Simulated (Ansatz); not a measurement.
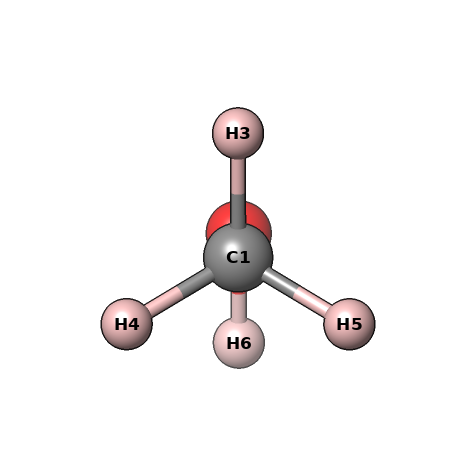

Source: calculation with Ansatz.

O2 lies behind C1. The molecule seen nearly along the C1–O2 bond, C1 in front. Atoms fade into the background with distance from the viewer. Geometry: a fixed input geometry, not necessarily a minimum.

What is the torsion angle H3–C1–O2–H6? The sign is positive where the front bond must turn clockwise to cover the back bond.

Answer. 180°, antiperiplanar (anti).
